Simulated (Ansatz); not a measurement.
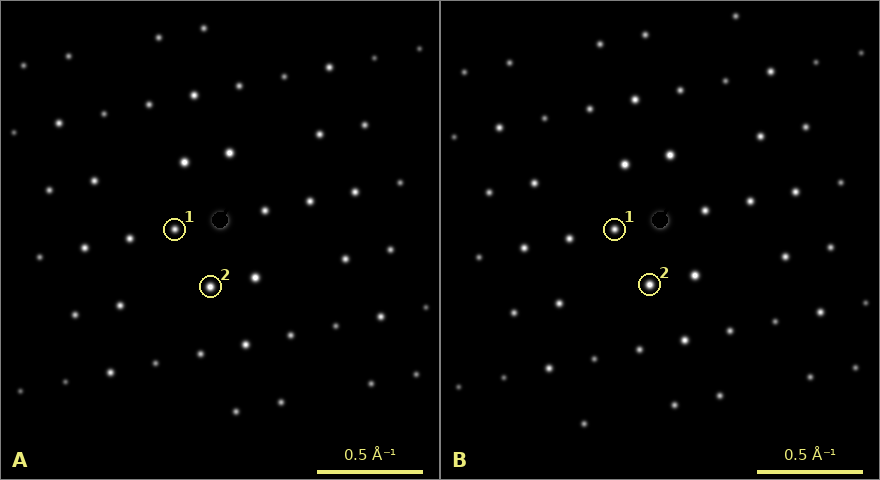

Kinematic electron diffraction patterns (300 kV, B = 0.5 Å², same scale) along [011] of the run's own cell, for the start and the end of one relaxation of Li3Os with DFT PBE, scalar-relativistic, plane waves, PAW in Ansatz 0.2.0. k mesh 12×12×10. The start is a generated model structure, and the relaxation ends in the nearest stationary point of its symmetry, not necessarily the ground state. Spot 1 is -1 0 0 and spot 2 is 0 -1 1 in both.

Start structure:

```
CELL_PARAMETERS angstrom
5.25303 0.00000 0.00000
-2.62652 4.54926 0.00000
0.00000 0.00000 4.21637
ATOMIC_POSITIONS crystal
Li 0.83300 0.66600 0.25000
Li 0.16700 0.83300 0.75000
Li 0.33400 0.16700 0.25000
Li 0.16700 0.33400 0.75000
Li 0.83300 0.16700 0.25000
Li 0.66600 0.83300 0.75000
Os 0.33333 0.66667 0.25000
Os 0.66667 0.33333 0.75000
```

Q: Which pattern belongs to the start structure, and which to the relaxed one?

A: A is the start: its cell gives d(1) = 4.549 Å, d(2) = 3.092 Å and an angle of 70.1°. B is the relaxed structure, with d(1) = 4.532 Å (-0.4 %), d(2) = 3.190 Å (+3.1 %) and 69.4°.

Q: Summarise the relaxation behind the change.

A: The volume changed by +5.7 % to 13.31 Å³ an atom; with the mean shift removed, the atoms moved by up to 0.06 Å relative to the cell (Li most); the space group stayed P6_3/mmc (No. 194); the free energy fell by 25 meV an atom. Relaxed cell: a = 5.233 Å, b = 5.233 Å, c = 4.489 Å, α = 90.00°, β = 90.00°, γ = 120.00°.
